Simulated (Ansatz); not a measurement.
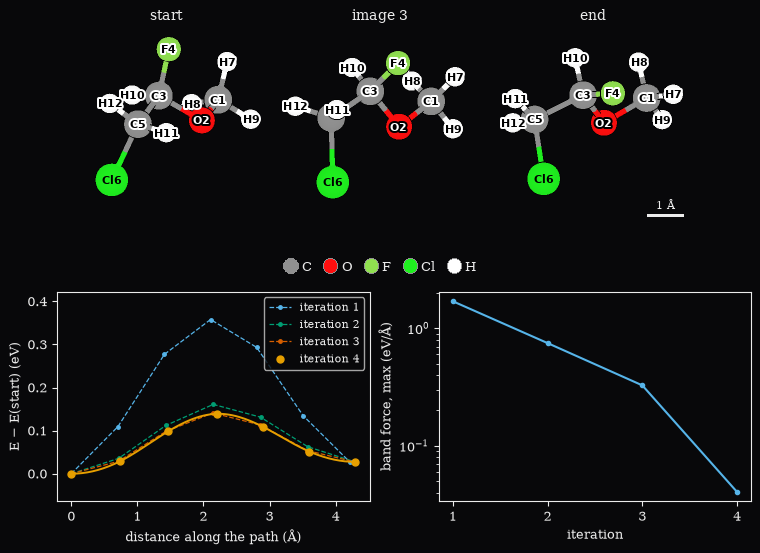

NEB run on C₃H₆ClFO. Images are numbered from 0 (start) to 6 (end). The plot follows the band through its iterations. A ball-and-stick model, seen from a free direction.

Method: RKS PBE0-D4/STO-3G in Ansatz 0.2.0. Run with 5 movable images; climbing image; force threshold 0.05 eV/Å; iteration limit 60; starting path by image-dependent pair potential.

Q: How did the profile develop, and is the result final?

A: The result is final at these settings. The band converged in 4 iterations. The largest component of the band force went from 1.7 to 0.041 eV/Å. The climbing image converged on the top of the path. Its vibrational analysis gives one imaginary mode (80i cm⁻¹), as a transition state must have. The first iteration put the highest image at 0.358 eV. The highest point, image 3, lies 0.139 eV above the start and 0.112 eV above the end; the end is at +0.027 eV relative to the start.

Limits of the set-up: STO-3G is a minimal basis, so the numbers are rough.

The run took roughly 120 core-seconds on a shared host.
